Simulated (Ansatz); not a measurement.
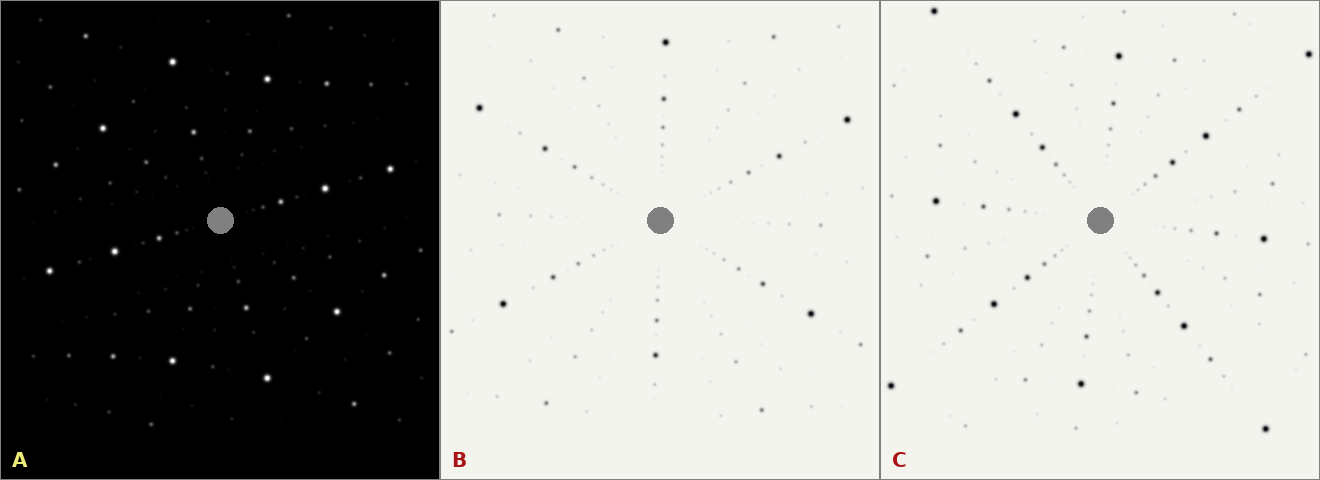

Simulated back-reflection Laue patterns (white X-rays, 0.45 to 2.2 Å, flat plate covering ±45° about the beam, kinematic intensities, seen from the source). Crystal: Ir, space group Fm-3m (No. 225), a = 3.83 Å. Structure: the input geometry of an electronic-structure calculation (not necessarily at equilibrium).

Question: The directions [001], [110], [111] point towards the source, in some order. Which is which?

Answer: A: [110], symmetry 2mm (a twofold axis with two mirror lines). B: [111], symmetry 3m (a threefold axis with three mirror lines). C: [001], symmetry 4mm (a fourfold axis with mirror lines). The Laue class is m-3m.
